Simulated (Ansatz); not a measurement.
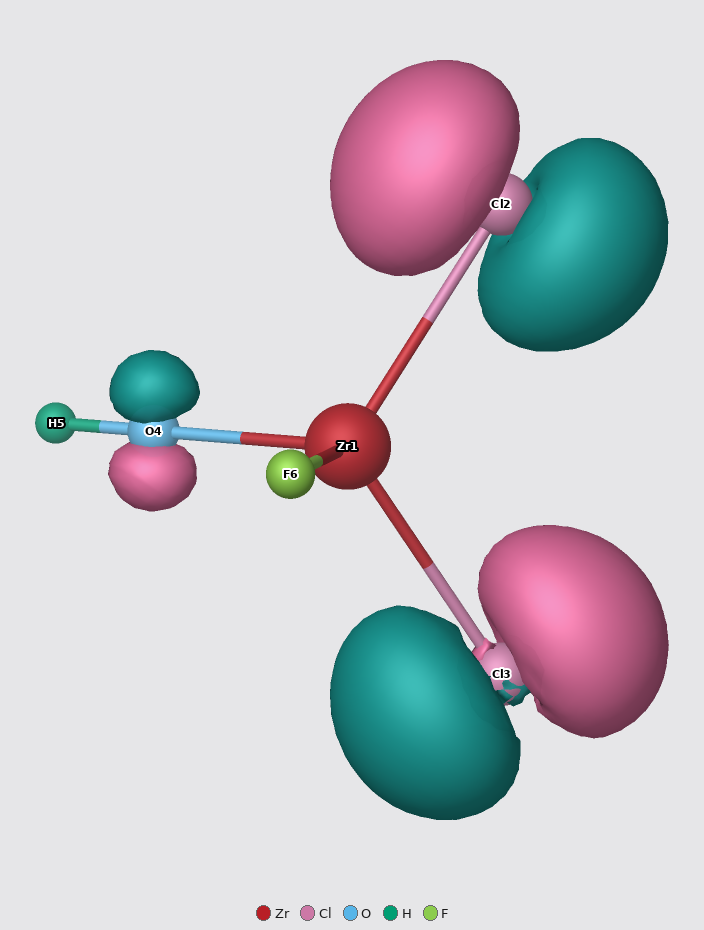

Figure 1: Cl2FHOZr. The HOMO at ±0.15 Å⁻³ᐟ² (teal and pink are the two phases), seen at a tilt.

Core potentials replace the inner electrons of Zr.

All numbers below come from RKS PBE0-D4/def2-SVP in Ansatz 0.2.0.

Input file:

```
crystal:
  periodic: [false, false, false]
  atoms:
    - { symbol: Zr, position_ang: [0.0, 0.0, 0.0] }
    - { symbol: Cl, position_ang: [0.0, 0.0, 2.52] }
    - { symbol: Cl, position_ang: [2.3764, 0.0, -0.8392] }
    - { symbol: O, position_ang: [-0.975, 1.6891, -0.6893] }
    - { symbol: H, position_ang: [-1.9328, 1.4584, -0.9117] }
    - { symbol: F, position_ang: [-0.9326, -1.6157, -0.6593] }
basis:
  gaussian: { orbitals: def2-SVP }
hamiltonian:
  xc: pbe0
  dispersion: d4
relax:
  f_tol: 0.02
  max_steps: 40
output:
  orbitals: {}
```

Command:

```sh
ansatz run input.yaml --threads 2 --pin off --max-ram 3072MiB --backend cpu --events-out ev --progress --plain --runs-dir out
```

The fields are those of the run's last geometry, not of the input's.

Describe this orbital and give its energy.

Answer. Its weight (Hirshfeld) is mainly on Cl2 (about 45 %) and Cl3 (about 45 %); largely a combination of lone pairs on Cl2 and Cl3. Its energy is −9.26 eV.
